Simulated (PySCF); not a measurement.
Vertical excitations of a molecule C₂H₈N₂OSi from PySCF with TDDFT-PBE/def2-SVPD, as energy in eV (oscillator strength): 3.98 (0.001), 4.76 (0.048), 5.34 (0.035), 5.55 (0.004), 5.75 (0.010), 5.98 (0.022), 6.19 (0.048), 6.37 (0.004), 6.51 (0.009), 6.77 (0.008). Lowest triplet (TDA): 3.46 eV. Geometry: PBE0-D3(BJ)/def2-SVP. One conformer was computed; it need not be the lowest.

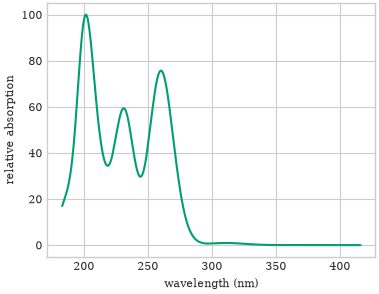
Figure. The lines broadened by 0.4 eV.

Q: Identify the compound among the candidates.
A. C=CO[SiH](N)N
B. CO/C=N/[SiH2]N
C. O[SiH]1NCCN1
D. C/C=N\[Si@H](N)O

A: D, C/C=N\[Si@H](N)O
